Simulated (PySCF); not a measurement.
Consider C5H8F2O2Si.

The calculation's input:

```
{"job": {"kind": "nmr", "xc": "PBE0", "basis": "pcSseg-1"}, "charge": 0, "multiplicity": 1}
O      2.066245    -0.937448    -0.773513
C      2.214086     0.192452    -1.167857
O      1.764116     1.264984    -0.585469
C      1.075714     1.089348     0.640179
Si     0.883736    -0.587859     1.556799
C     -0.351518     0.497755     0.618776
C     -0.952385     0.094194    -0.709292
C     -2.246932    -0.674137    -0.494958
F     -2.037276    -1.792216     0.242759
F     -3.150590     0.065055     0.196877
H      2.758525     0.449182    -2.089655
H      1.164716     2.030805     1.172176
H      1.176112    -1.960800     1.239713
H      0.872272    -0.264095     2.981369
H     -1.050243     1.105807     1.186163
H     -1.184655     0.973405    -1.319592
H     -0.281153    -0.556031    -1.270350
H     -2.729530    -0.984085    -1.435779
```

Command:

```sh
OMP_NUM_THREADS=1 python probes_run.py task.json out
```

Geometry: GFN2-xTB.

Level of theory: PBE0/pcSseg-1, SCF density, gas phase, non-relativistic (PySCF 2.14.0).

What will maps of the electron density and electron localisation function show?

Answer. C–O (1.21 Å): ρ at the midpoint is about 3.3 e/Å³; the ELF peaks at about 0.85 between the atoms; a short, multiple covalent bond.
C–Si (1.92 Å): ρ is about 0.8 e/Å³ halfway; the ELF peaks at about 0.85 between the atoms, as expected for a covalent bond.
C–H (1.10 Å): ρ at the midpoint is about 2.1 e/Å³; the ELF climbs to about 1 towards the hydrogen, as it does in any bond to H (an ordinary covalent bond to hydrogen).
C–O (1.30 Å): the density is about 2.7 e/Å³ at the midpoint; the ELF peaks at about 0.90 between the atoms (a polar covalent bond).

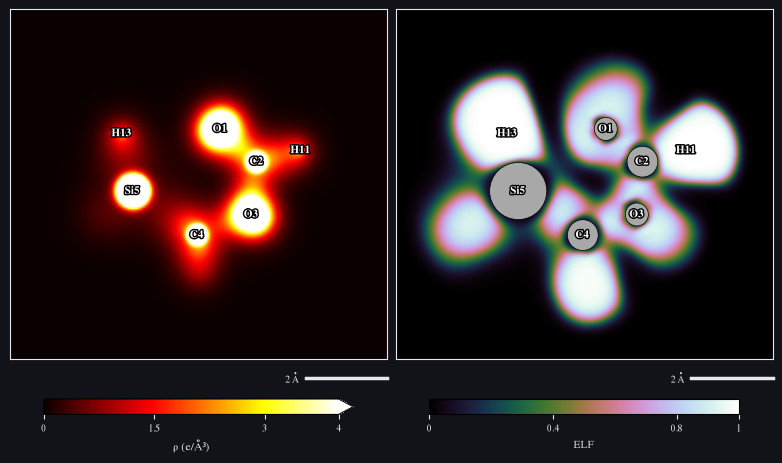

Computed electron density and electron localisation function on the plane of atoms C2, O3 and C4, in this order. Grey discs cover the atomic cores in the ELF map. 
